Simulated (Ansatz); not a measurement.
# RuC4: a trial structure relaxed

Where does this trial cell of RuC4 go when cell and atoms are let free?

Program: Ansatz 0.2.0. Level of theory: DFT PBE, scalar-relativistic, plane waves, PAW. These are calculated values, not measurements.

## Step 1: Starting point

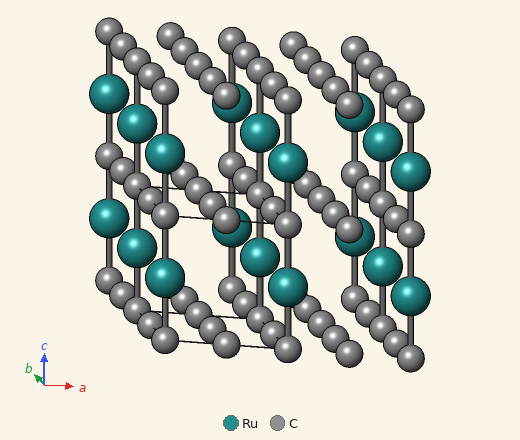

The starting structure, seen slightly off an axis (ruthenium teal, carbon grey). 2×2×2 cells are drawn. Atoms on the faces are drawn again on the opposite ones.

Coordinates:

```
Ru C
1.0
     3.83676    0.00000    0.00000
    -1.91838    3.32273    0.00000
     0.00000    0.00000    3.81738
Ru C
1 4
Direct
  0.00000 0.00000 0.50000
  0.50000 0.00000 0.00000
  0.00000 0.50000 0.00000
  0.50000 0.50000 0.00000
  0.00000 0.00000 0.00000
```

The cell is invented: random cell by space group and Wyckoff sites (P6/mmm, No. 191). Lengths come from tabulated atomic sizes and are only a guess.

## Step 2: A first look at the guess

The input, input.yaml:

```yaml
crystal:
  lattice:
    - [3.83675786, 0.0, 0.0]
    - [-1.91837893, 3.32272978, 0.0]
    - [0.0, 0.0, 3.81737815]
  atoms:
    - { symbol: Ru, position: [0.0, 0.0, 0.5] }
    - { symbol: C, position: [0.5, 0.0, 0.0] }
    - { symbol: C, position: [0.0, 0.5, 0.0] }
    - { symbol: C, position: [0.5, 0.5, 0.0] }
    - { symbol: C, position: [0.0, 0.0, 0.0] }
basis:
  ecutwfc: 420
kpoints:
  mp_grid: { grid: [6, 6, 4] }
hamiltonian:
  xc: pbe
scf:
  occupations: { method: gaussian, width: 0.1 }
  lower_state_search: "off"
output:
  forces: true
  stress: true
  eigenvalues: true
```

On the command line:

```bash
> ansatz run input.yaml --threads 1 --pin off --max-ram 2560MiB --backend cpu --events-out ev --progress --plain --runs-dir out
```

Log, cut to the lines that bear on the results:

```text
[...]
SCF converged after 7 iterations
Free energy (F): -6865.072885 eV
[...]
E sigma→0 (E₀):  -6865.058250 eV
Entropy (-TS):   -0.029269 eV (-5.854 meV/atom)
Fermi energy:    12.278282 eV
[...]
--- Forces (eV/Å), atoms counted from 1 ---
  atom   1  Ru     0.00000000     0.00000000     0.00000000
  atom   2  C      0.00000000     0.00000000     0.00000000
  atom   3  C      0.00000000     0.00000000     0.00000000
  atom   4  C     -0.00000000     0.00000000     0.00000000
  atom   5  C      0.00000000     0.00000000     0.00000000
[...]
--- Stress (GPa, compression-positive) ---
        4.622685      -0.000000       0.000000
       -0.000000       4.622685       0.000000
        0.000000       0.000000      12.031917
  P = ⅓ Tr σ = 7.0924 GPa (70.924 kbar)
--- Band table (eV; the first three rows and the last of 21) ---
  k-point 0: bands = ["-60.3220", "-30.9823", "-30.1053", "-30.1053", "-6.2132", "3.4208", "3.4208", "3.5524", "3.9601", "5.6867", "5.6867", "6.1655", "10.3047", "10.3047", "11.5699", "11.8465", "11.8465", "13.2574", "13.8006", "13.8006", "16.7899"]
[...]
```

Wall time 3.1 s (1 thread of Intel Xeon at 2.50GHz (Skylake/Cascade Lake), shared host); peak memory 0.32 GiB.

The probe gives pressure 7.1 GPa, largest force 0.00 eV/Å, gap on this mesh none (metal). A guess like this is first relaxed loosely on the coarse mesh.

## Step 3: A loose first relaxation

input.yaml, as its differences from that of step 2:

```diff
@@ -24 +24,6 @@
   eigenvalues: true
+relax:
+  adjacent_minimum: "off"
+  f_tol: 0.04
+  max_steps: 70
+  cell: { stress_tol: 0.4 }
```

On the command line:

```bash
> ansatz run input.yaml --threads 1 --pin off --max-ram 2560MiB --backend cpu --events-out ev --progress --plain --runs-dir out
```

Log:

```text
Warning: RAYON_NUM_THREADS=1 ignored (pool sized by the plan → 1); use --threads N
Engine: ansatz 0.2.0, x86_64-unknown-linux-gnu
Pseudopotentials: kind: paw
Pseudopotential: Ru, paw, valence charge 16, recommended cutoff 420 eV (normal), Ru.paw.azcp
Pseudopotential: C, paw, valence charge 4, recommended cutoff 420 eV (normal), C.paw.azcp
Functional definition: PBE
  parameter kappa = 0.804
  parameter beta = 0.06672455060314922
  exchange = pbe_x(kappa = kappa, mu = beta*pi^2/3)
  correlation = pbe_c(beta = beta)
Crystal: 5 atoms, lattice volume = 48.666 Å³
Basis set: ecut = 420 eV, 913 PW (Γ), exchange–correlation on 54×54×54 points (8 copies of the dense FFT grid, shifted against one another)
Bands: 21, of which v1, the nominal top of the filled ones, is band 16 counted from 1 (15 counted from 0)
Symmetry: 24 space group operations
Space group: P6/mmm (ITA 191), of the structure as read, at distance tolerance 3.7e-5 Å
k-points: 21 of 144
Non-local potential: Ru, projectors of the file, l = 0: 3, l = 1: 2, l = 2: 2, l = 3: 1
Non-local potential: C, projectors of the file, l = 0: 2, l = 1: 2, l = 2: 1
PAW form: soft (Blöchl's): semilocal exchange-correlation on the pseudo side does not see the compensation charge
PAW one-centre angular grid: Ru, 590 points (default); XC on 64 Gauss nodes
PAW one-centre angular grid: C, 110 points (default); XC on 64 Gauss nodes
Initial density: superposition of atomic densities (neutral atoms: chi_scale 0, normalization atom), corrected by the library's trained network
Initial wavefunctions: pseudopotential atomic-orbital guess
Functional: x = pbe(κ = 0.804, μ = 0.2195149727645171), c = pbe(β = 0.06672455060314922)
SCF iter   1: F=—  HF=-6865.077524 eV  |F-HF|=—  |Δ(HF+E_count)|=         —  Δρ=1.03e-2  dr2=4.50e-2  ethr=1.77e-3  ⟨swp⟩=4.7  Hψ=1883  notcnv=0
preconditioner: auto → Kerker (q_TF=auto, 2.544 Å⁻¹)  [metal: Δε(μ)=0.026 eV  Ē_g=8.214 eV  σ=0.100 eV  W_gap=0.14  n_scr=20 (ndim 8)  ℏωp=26.1 eV  f_vac=0.000  D(μ)=5.62/eV (n_scr^D=70)]
SCF iter   2: F=—  HF=-6865.073725 eV  |F-HF|=—  |Δ(HF+E_count)|=   3.80e-3  Δρ=5.23e-3  dr2=1.02e-2  ethr=1.41e-4  ⟨swp⟩=1.1  Hψ=611  notcnv=0
SCF iter   3: F=—  HF=-6865.072773 eV  |F-HF|=—  |Δ(HF+E_count)|=   9.52e-4  Δρ=8.97e-4  dr2=3.93e-4  ethr=3.20e-5  ⟨swp⟩=2.1  Hψ=593  notcnv=0
SCF iter   4: F=—  HF=-6865.072832 eV  |F-HF|=—  |Δ(HF+E_count)|=   5.90e-5  Δρ=2.80e-4  dr2=5.82e-5  ethr=1.23e-6  ⟨swp⟩=2.5  Hψ=725  notcnv=0
SCF iter   5: F=—  HF=-6865.072883 eV  |F-HF|=—  |Δ(HF+E_count)|=   5.13e-5  Δρ=1.09e-4  dr2=4.06e-6  ethr=1.82e-7  ⟨swp⟩=2.1  Hψ=567  notcnv=0
SCF iter   6: F=—  HF=-6865.072884 eV  |F-HF|=—  |Δ(HF+E_count)|=   1.26e-6  Δρ=2.22e-5  dr2=1.83e-7  ethr=1.27e-8  ⟨swp⟩=2.2  Hψ=602  notcnv=0
SCF iter   7: F=-6865.072885 eV  HF=-6865.072885 eV  |F-HF|=4.29e-9  |Δ(HF+E_count)|=   9.72e-8  Δρ=4.08e-6  dr2=5.99e-9  ethr=3.13e-10  ⟨swp⟩=5.8  Hψ=1593  notcnv=0
SCF 1 converged in 7 iterations: F = -6865.072885 eV  dr2 = 5.99e-9
relax step   1: F+E_penalty+E_count = -6865.07288452 eV  Δ(F+E_penalty+E_count) = +0.000e0 eV  max|allowed force component| = 3.550e-31 eV/Å  Δτ_max = 0.0000 Å  P = +7.092 GPa  Ω = 48.666 Å³  (7 SCF iters, dr2 threshold 1.00e-7 eV, accepted)
Crystal: 5 atoms, lattice volume = 49.866 Å³
Basis set: ecut = 420 eV, 997 PW (Γ), exchange–correlation on 54×54×54 points (8 copies of the dense FFT grid, shifted against one another)
Initial density: handed on by an earlier stage of this run
Initial wavefunctions: those handed on with the density
iter 1 solved again at ethr=2.86e-4 eV; its pass at ethr=3.10e-3 eV (dr2=9.15e-2 eV) is discarded
SCF iter   1: F=—  HF=-6865.120130 eV  |F-HF|=—  |Δ(HF+E_count)|=         —  Δρ=1.01e-2  dr2=9.78e-2  ethr=2.86e-4  ⟨swp⟩=1.0  Hψ=2637  notcnv=0
preconditioner: auto → Kerker (q_TF=auto, 2.534 Å⁻¹)  [metal: Δε(μ)=0.022 eV  Ē_g=8.057 eV  σ=0.100 eV  W_gap=0.12  n_scr=20 (ndim 8)  ℏωp=25.8 eV  f_vac=0.000  D(μ)=5.70/eV (n_scr^D=70)]
SCF iter   2: F=—  HF=-6865.114448 eV  |F-HF|=—  |Δ(HF+E_count)|=   5.68e-3  Δρ=4.26e-3  dr2=1.90e-2  ethr=2.86e-4  ⟨swp⟩=1.0  Hψ=441  notcnv=0
SCF iter   3: F=—  HF=-6865.112803 eV  |F-HF|=—  |Δ(HF+E_count)|=   1.65e-3  Δρ=5.63e-4  dr2=2.26e-4  ethr=5.94e-5  ⟨swp⟩=1.0  Hψ=441  notcnv=0
SCF iter   4: F=—  HF=-6865.112828 eV  |F-HF|=—  |Δ(HF+E_count)|=   2.52e-5  Δρ=1.46e-4  dr2=1.08e-5  ethr=7.06e-7  ⟨swp⟩=1.7  Hψ=527  notcnv=0
SCF iter   5: F=—  HF=-6865.112828 eV  |F-HF|=—  |Δ(HF+E_count)|=   1.54e-7  Δρ=5.27e-5  dr2=1.72e-6  ethr=3.37e-8  ⟨swp⟩=2.0  Hψ=555  notcnv=0
SCF iter   6: F=-6865.112829 eV  HF=-6865.112828 eV  |F-HF|=4.66e-9  |Δ(HF+E_count)|=   2.86e-7  Δρ=1.57e-5  dr2=1.10e-7  ethr=1.56e-9  ⟨swp⟩=5.6  Hψ=1795  notcnv=0
SCF 2 converged in 6 iterations: F = -6865.112829 eV  dr2 = 1.10e-7
relax step   2: F+E_penalty+E_count = -6865.11282850 eV  Δ(F+E_penalty+E_count) = -3.994e-2 eV  max|allowed force component| = 2.353e-30 eV/Å  Δτ_max = 0.0000 Å  P = +2.282 GPa  Ω = 49.866 Å³  energy of the carried Pulay correction = -2.830e-3 eV  (6 SCF iters, dr2 threshold 5.00e-7 eV, accepted)
Crystal: 5 atoms, lattice volume = 50.477 Å³
iter 1 solved again at ethr=2.48e-5 eV; its pass at ethr=3.10e-3 eV (dr2=7.94e-3 eV) is discarded
SCF iter   1: F=—  HF=-6865.117358 eV  |F-HF|=—  |Δ(HF+E_count)|=         —  Δρ=2.82e-3  dr2=8.05e-3  ethr=2.48e-5  ⟨swp⟩=2.0  Hψ=2284  notcnv=0
preconditioner: auto → Kerker (q_TF=auto, 2.529 Å⁻¹)  [metal: Δε(μ)=0.052 eV  Ē_g=7.971 eV  σ=0.100 eV  W_gap=0.28  n_scr=20 (ndim 8)  ℏωp=25.6 eV  f_vac=0.000  D(μ)=5.57/eV (n_scr^D=70)]
SCF iter   2: F=—  HF=-6865.116869 eV  |F-HF|=—  |Δ(HF+E_count)|=   4.89e-4  Δρ=1.23e-3  dr2=1.66e-3  ethr=2.48e-5  ⟨swp⟩=1.0  Hψ=441  notcnv=0
SCF iter   3: F=—  HF=-6865.116717 eV  |F-HF|=—  |Δ(HF+E_count)|=   1.52e-4  Δρ=1.37e-4  dr2=1.09e-5  ethr=5.18e-6  ⟨swp⟩=1.0  Hψ=441  notcnv=0
SCF iter   4: F=—  HF=-6865.116781 eV  |F-HF|=—  |Δ(HF+E_count)|=   6.39e-5  Δρ=3.94e-5  dr2=1.45e-6  ethr=3.40e-8  ⟨swp⟩=2.4  Hψ=657  notcnv=0
iter 5 did not close the SCF: its close was put off for the readings that it lacked (scf_convergence_deferred on its scf_iter line)
SCF iter   5: F=-6865.116781 eV  HF=-6865.116781 eV  |F-HF|=3.96e-8  |Δ(HF+E_count)|=   3.08e-8  Δρ=1.88e-5  dr2=2.38e-7  ethr=4.54e-9  ⟨swp⟩=2.5  Hψ=640  notcnv=0
SCF iter   6: F=-6865.116781 eV  HF=-6865.116781 eV  |F-HF|=8.50e-10  |Δ(HF+E_count)|=   4.59e-8  Δρ=3.33e-6  dr2=6.93e-9  ethr=7.45e-10  ⟨swp⟩=2.5  Hψ=1486  notcnv=0
SCF 3 converged in 6 iterations: F = -6865.116781 eV  dr2 = 6.93e-9
relax step   3: F+E_penalty+E_count = -6865.11678091 eV  Δ(F+E_penalty+E_count) = -3.952e-3 eV  max|allowed force component| = 6.442e-31 eV/Å  Δτ_max = 0.0000 Å  P = +0.487 GPa  Ω = 50.477 Å³  energy of the carried Pulay correction = -4.107e-3 eV  (6 SCF iters, dr2 threshold 5.00e-7 eV, accepted)
Crystal: 5 atoms, lattice volume = 51.081 Å³
Basis set: ecut = 420 eV, 1033 PW (Γ), exchange–correlation on 54×54×54 points (8 copies of the dense FFT grid, shifted against one another)
iter 1 solved again at ethr=1.58e-5 eV; its pass at ethr=3.10e-3 eV (dr2=5.05e-3 eV) is discarded
SCF iter   1: F=—  HF=-6865.118123 eV  |F-HF|=—  |Δ(HF+E_count)|=         —  Δρ=2.76e-3  dr2=4.60e-3  ethr=1.58e-5  ⟨swp⟩=2.0  Hψ=2737  notcnv=0
preconditioner: auto → Kerker (q_TF=auto, 2.524 Å⁻¹)  [metal: Δε(μ)=0.024 eV  Ē_g=7.892 eV  σ=0.100 eV  W_gap=0.13  n_scr=20 (ndim 8)  ℏωp=25.5 eV  f_vac=0.000  D(μ)=5.00/eV (n_scr^D=70)]
SCF iter   2: F=—  HF=-6865.117772 eV  |F-HF|=—  |Δ(HF+E_count)|=   3.52e-4  Δρ=1.27e-3  dr2=9.14e-4  ethr=1.44e-5  ⟨swp⟩=1.0  Hψ=441  notcnv=0
SCF iter   3: F=—  HF=-6865.117650 eV  |F-HF|=—  |Δ(HF+E_count)|=   1.22e-4  Δρ=1.65e-4  dr2=1.37e-5  ethr=2.85e-6  ⟨swp⟩=1.1  Hψ=443  notcnv=0
SCF iter   4: F=—  HF=-6865.117705 eV  |F-HF|=—  |Δ(HF+E_count)|=   5.51e-5  Δρ=3.28e-5  dr2=3.82e-7  ethr=4.28e-8  ⟨swp⟩=2.3  Hψ=625  notcnv=0
iter 5 did not close the SCF: its close was put off for the readings that it lacked (scf_convergence_deferred on its scf_iter line)
SCF iter   5: F=-6865.117705 eV  HF=-6865.117705 eV  |F-HF|=4.46e-9  |Δ(HF+E_count)|=   1.65e-7  Δρ=7.64e-6  dr2=4.73e-8  ethr=1.19e-9  ⟨swp⟩=2.5  Hψ=649  notcnv=0
SCF iter   6: F=-6865.117705 eV  HF=-6865.117705 eV  |F-HF|=1.64e-11  |Δ(HF+E_count)|=   1.61e-8  Δρ=2.51e-6  dr2=3.38e-9  ethr=1.48e-10  ⟨swp⟩=2.1  Hψ=1344  notcnv=0
SCF 4 converged in 6 iterations: F = -6865.117705 eV  dr2 = 3.38e-9
relax step   4: F+E_penalty+E_count = -6865.11770497 eV  Δ(F+E_penalty+E_count) = -9.241e-4 eV  max|allowed force component| = 3.629e-30 eV/Å  Δτ_max = 0.0000 Å  P = -0.234 GPa  Ω = 51.081 Å³  energy of the carried Pulay correction = -4.940e-3 eV  (6 SCF iters, dr2 threshold 5.00e-7 eV, accepted)
Initial wavefunctions: pseudopotential atomic-orbital guess (no wavefunctions were taken with the density)
iter 1 solved again at ethr=2.31e-7 eV; its pass at ethr=3.10e-3 eV (dr2=7.38e-5 eV) is discarded
SCF iter   1: F=—  HF=-6865.123209 eV  |F-HF|=—  |Δ(HF+E_count)|=         —  Δρ=2.19e-4  dr2=8.08e-6  ethr=2.31e-7  ⟨swp⟩=3.2  Hψ=3006  notcnv=0
preconditioner: auto → Kerker (q_TF=auto, 2.524 Å⁻¹)  [metal: Δε(μ)=0.042 eV  Ē_g=7.891 eV  σ=0.100 eV  W_gap=0.23  n_scr=20 (ndim 8)  ℏωp=25.5 eV  f_vac=0.000  D(μ)=4.96/eV (n_scr^D=70)]
SCF iter   2: F=—  HF=-6865.123287 eV  |F-HF|=—  |Δ(HF+E_count)|=   7.85e-5  Δρ=1.11e-4  dr2=1.27e-6  ethr=2.53e-8  ⟨swp⟩=1.4  Hψ=482  notcnv=0
SCF iter   3: F=—  HF=-6865.123292 eV  |F-HF|=—  |Δ(HF+E_count)|=   4.90e-6  Δρ=1.45e-5  dr2=2.03e-8  ethr=3.97e-9  ⟨swp⟩=2.0  Hψ=648  notcnv=0
iter 4 did not close the SCF: its close was put off for the readings that it lacked (scf_convergence_deferred on its scf_iter line)
SCF iter   4: F=-6865.123292 eV  HF=-6865.123292 eV  |F-HF|=1.71e-10  |Δ(HF+E_count)|=   8.15e-8  Δρ=1.17e-6  dr2=6.11e-10  ethr=6.35e-11  ⟨swp⟩=2.0  Hψ=700  notcnv=0
iter 5 did not close the SCF: its close was put off for the readings that it lacked (scf_convergence_deferred on its scf_iter line)
SCF iter   5: F=-6865.123292 eV  HF=-6865.123292 eV  |F-HF|=1.27e-11  |Δ(HF+E_count)|=  7.19e-11  Δρ=2.39e-7  dr2=5.20e-11  ethr=1.91e-12  ⟨swp⟩=2.5  Hψ=690  notcnv=0
SCF iter   6: F=-6865.123292 eV  HF=-6865.123292 eV  |F-HF|=9.09e-13  |Δ(HF+E_count)|=  2.73e-12  Δρ=9.69e-8  dr2=4.62e-12  ethr=1.00e-12  ⟨swp⟩=2.0  Hψ=1174  notcnv=0
SCF 5 converged in 6 iterations: F = -6865.123292 eV  dr2 = 4.62e-12
relax step   5: F+E_penalty+E_count = -6865.12329204 eV  Δ(F+E_penalty+E_count) = -5.587e-3 eV  max|allowed force component| = 1.210e-30 eV/Å  Δτ_max = 0.0000 Å  P = -0.110 GPa  Ω = 51.081 Å³  stress off target by 1.89e-1 GPa  SCF on the basis re-selected at this cell (its energy is not comparable with the rows above)  (6 SCF iters)
basis re-selected at this cell: Δ(F+E_penalty+E_count) = -5.587e-3 eV, ΔP = +0.124 GPa vs the last step (what re-selecting the basis moved, of the pressure what is left beyond the Pulay correction that the steps carried, after the strain that the cell walked since its last selection, with what the two solves' SCF thresholds leave and, on support functions, any second-order correction that the steps lacked; it is no measure of the basis error at this ecutwfc). This SCF's stress stands 1.89e-1 GPa from its target on what of the cell is left free (relax.cell.stress_tol is 4.00e-1 GPa) and its largest allowed force component is 1.21e-30 eV/Å (relax.f_tol is 4.00e-2 eV/Å): within both
SCF converged after 6 iterations
Free energy (F): -6865.123292 eV
Harris-Foulkes:  -6865.123292 eV  (|F-HF|=9.09e-13)
Internal energy: -6865.098497 eV  (E = F + TS)
E sigma→0 (E₀):  -6865.110895 eV
Entropy (-TS):   -0.024795 eV (-4.959 meV/atom)
Fermi energy:    11.379032 eV
--- Per-component energies (eV) ---
  E_band       = -178.948804
  E_kinetic    = 835.249425
  E_local      = -2280.124080  (includes V_loc(G=0)·N_el)
  E_nonlocal   = 460.156472
  E_hartree    = 756.955816
  E_xc         = -374.670114
  E_vxc        = -466.587598  (∫ρ·V_xc dr)
  E_paw        = -3852.262723  (= ΣΔE_a)
  E_vpaw       = -241.554559  (= ΣTr[D̂ρ^β])
  E_aug_tail   = -0.000136  (compensation charges beyond the density's cutoff)
  E_ewald      = -2410.403157
  E_smearing   = -0.024795  (= −TS)
  E_closure    = 0.000000  (closes the sum)
  Σ components = -6865.123292   (vs F -6865.123292, Δ=0.00e0)
--- Forces (eV/Å), atoms counted from 1 ---
  atom   1  Ru     0.00000000     0.00000000     0.00000000
  atom   2  C      0.00000000     0.00000000     0.00000000
  atom   3  C      0.00000000    -0.00000000     0.00000000
  atom   4  C      0.00000000     0.00000000     0.00000000
  atom   5  C      0.00000000    -0.00000000     0.00000000
  max |Σ_I F_I| component: 4.47e-30 eV/Å
--- Stress (GPa, compression-positive) ---
       -0.189491      -0.000000       0.000000
       -0.000000      -0.189491       0.000000
        0.000000       0.000000       0.048466
  P = ⅓ Tr σ = -0.1102 GPa (-1.102 kbar)
--- Band table (eV; the first three rows and the last of 21) ---
  k-point 0: bands = ["-61.1161", "-31.7233", "-30.8997", "-30.8997", "-6.4871", "2.8894", "3.0296", "3.0296", "3.5287", "4.8766", "4.8766", "5.6300", "9.6010", "9.6010", "10.7493", "10.9830", "10.9830", "12.3908", "12.9634", "12.9634", "15.7248"]
  k-point 1: bands = ["-61.1162", "-31.7278", "-30.8985", "-30.8985", "-6.2272", "2.7062", "2.7062", "3.2596", "3.5629", "4.5840", "5.0624", "5.0624", "8.5914", "10.0393", "10.0393", "10.5167", "10.5167", "13.7347", "13.7347", "13.8918", "17.8738"]
  k-point 2: bands = ["-61.1162", "-31.7323", "-30.8975", "-30.8975", "-5.9393", "2.4281", "2.4281", "3.0562", "3.5974", "4.9730", "5.2829", "5.2829", "6.3334", "9.3329", "9.3329", "11.5322", "11.5322", "14.2305", "14.2305", "15.6461", "17.8841"]
  k-point 20: bands = ["-61.1157", "-31.7302", "-30.9052", "-30.9052", "-2.6873", "-2.6466", "-2.6466", "4.4104", "6.4389", "6.4389", "7.4823", "7.4823", "8.1268", "10.4576", "11.2048", "11.2048", "11.3487", "11.3487", "15.1351", "15.4736", "15.4736"]
--- Relaxed structure (4 steps of the walk, 4 accepted, 1 SCFs on fresh bases) ---
  F+E_penalty+E_count = -6865.12329204 eV   max|allowed force component| = 1.210e-30 eV/Å   (the final SCF, on the basis selected at the relaxed cell)
  cell:  # Å, volume = 51.0806 Å³
    - [3.899560574028938, 0.0, 0.0]
    - [-1.949780287014469, 3.377118520705288, 0.0]
    - [0.0, 0.0, 3.878773430154846]
  atoms:
    - { symbol: Ru, position: [-2.7021001165613533e-36, -3.260378262069774e-36, 0.5] }
    - { symbol: C, position: [0.49999999999999994, -3.260378262069775e-36, 0.0] }
    - { symbol: C, position: [2.7755575615628914e-17, 0.5, 0.0] }
    - { symbol: C, position: [0.5, 0.5, 0.0] }
    - { symbol: C, position: [4.835686451476355e-36, 1.364528680051424e-35, 0.0] }
```

It took 16 s on 1 thread of Intel Xeon at 2.50GHz (Skylake/Cascade Lake), shared host; peak memory 0.34 GiB.

Relaxation path:

| step | E - E(step 1) (eV/cell) | largest force component (eV/Å) | pressure (GPa) | volume (Å³) |
| --- | --- | --- | --- | --- |
| 1 | 0.0000 | 0.0000 | 7.09 | 48.67 |
| 2 | -0.0399 | 0.0000 | 2.28 | 49.87 |
| 3 | -0.0439 | 0.0000 | 0.49 | 50.48 |
| 4 | -0.0448 | 0.0000 | -0.23 | 51.08 |
| 5 | -0.0504 | 0.0000 | -0.11 | 51.08 |

Step 1 is the start. Step 5 repeats the geometry before it on a plane-wave basis chosen anew for that cell, so its energy need not be comparable with the rows above.

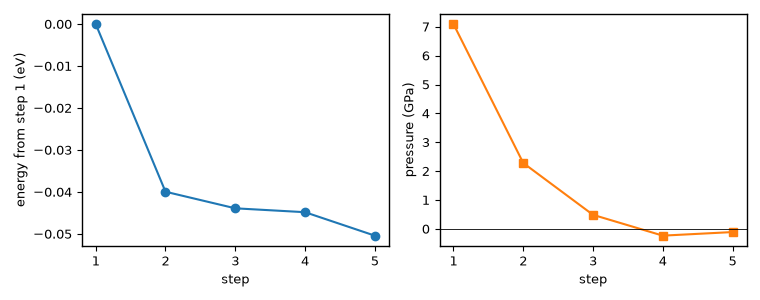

Energy and pressure along the relaxation.

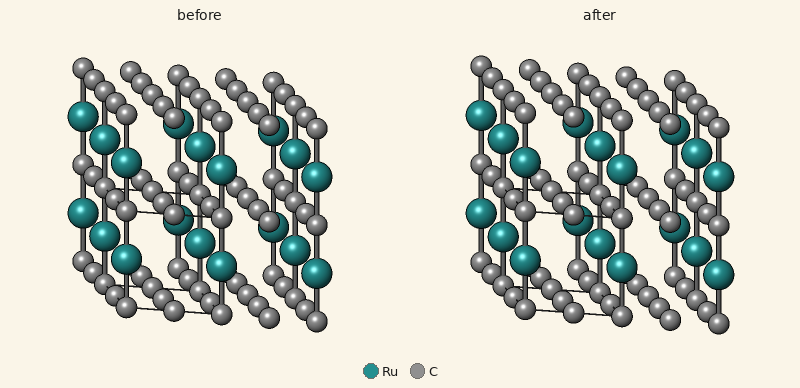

Before and after, at one scale. The change is too small to see at this scale.

|  | before | after | change |
| --- | --- | --- | --- |
| a (Å) | 3.837 | 3.900 | +1.6 % |
| b (Å) | 3.837 | 3.900 | +1.6 % |
| c (Å) | 3.817 | 3.879 | +1.6 % |
| volume (Å³/atom) | 9.73 | 10.22 | +5.0 % |
| shortest distance (Å) | 1.909 | 1.939 | +1.6 % |
| space group (0.01 Å) | P6/mmm | P6/mmm | same |

The run keeps the 24 symmetry operations of the start, so it could not have lowered the symmetry.

## Step 4: Spin check on a coarse mesh

The input, input.yaml:

```yaml
crystal:
  lattice:
    - [3.899560574, 0.0, 0.0]
    - [-1.949780287, 3.3771185207, 0.0]
    - [0.0, 0.0, 3.8787734302]
  atoms:
    - { symbol: Ru, position: [0.0, 0.0, 0.5], spin: 1.0 }
    - { symbol: C, position: [0.5, 0.0, 0.0] }
    - { symbol: C, position: [0.0, 0.5, 0.0] }
    - { symbol: C, position: [0.5, 0.5, 0.0] }
    - { symbol: C, position: [0.0, 0.0, 0.0] }
basis:
  ecutwfc: 420
kpoints:
  mp_grid: { grid: [6, 6, 4] }
hamiltonian:
  xc: pbe
scf:
  occupations: { method: gaussian, width: 0.1 }
  lower_state_search: "off"
output:
  forces: true
  stress: true
  eigenvalues: true
  populations: true
magnetization:
  spin_polarized: true
```

On the command line:

```bash
> ansatz run input.yaml --threads 1 --pin off --max-ram 2560MiB --backend cpu --events-out ev --progress --plain --runs-dir out
```

Log, cut to the lines that bear on the results:

```text
[...]
SCF converged after 20 iterations
Magnetization: 0.0000 μB (16.0000 up, 16.0000 down)
Absolute magnetization: 0.0000 μB (∫|ρ↑−ρ↓|, with the PAW one-centre terms)
Spin contamination: 0.0000 ħ² per cell (⟨S²⟩ above its minimum at these occupations)
[...]
        0.000000      -0.189506       0.000000
        0.000000       0.000000       0.048517
  P = ⅓ Tr σ = -0.1102 GPa (-1.102 kbar)
--- Band table (eV; the first three rows and the last of 42) ---
[... band rows left out ...]
[...]
--- Löwdin populations: 5 sites ---
  site symbol       q [e]    m [muB]
     0     Ru     15.3931    -0.0000
     1      C      4.1050     0.0000
     2      C      4.1050     0.0000
     3      C      4.1050     0.0000
     4      C      4.1491     0.0000
  spilling = 0.004464 (of n_electrons = 32.000000)
```

It took 13 s on 1 thread of Intel Xeon at 2.50GHz (Skylake/Cascade Lake), shared host; peak memory 0.35 GiB.

By site:

| atom | Löwdin electrons |
| --- | --- |
| Ru1 | 15.39 |
| C2 | 4.11 |
| C3 | 4.11 |
| C4 | 4.11 |
| C5 | 4.15 |

The same cell is solved with trial moments on Ru. The largest site moment that stays is 0.00 μB and the cell's total 0.00 μB. The workflow keeps spin only above 0.25 μB on a site, so the next run goes without spin.

[end of part 1 of 2]
